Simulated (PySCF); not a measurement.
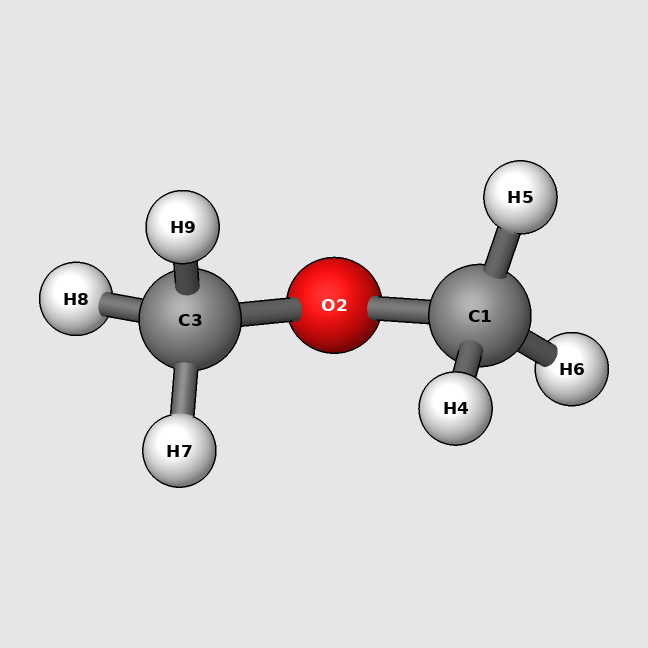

The questions are on isotropic NMR shieldings of the H atoms. Geometry: a frame of a GFN2-xTB molecular-dynamics simulation, not a minimum. Properties computed with GIAO PBE0/pcSseg-1 NMR shielding, non-relativistic, gas phase (PySCF 2.14.0).

**Which H atom is the most shielded (lowest chemical shift)?**

H4 (28.22 ppm).

**Which H atom is the least shielded (highest chemical shift)?**

H6 (27.01 ppm).

**How wide is the range of H shifts?**

1.21 ppm.

List the isotropic NMR shieldings of the H atoms.

```csv
atom,σ (ppm)
H4,28.22
H5,27.64
H6,27.01
H7,27.83
H8,27.60
H9,28.11
```
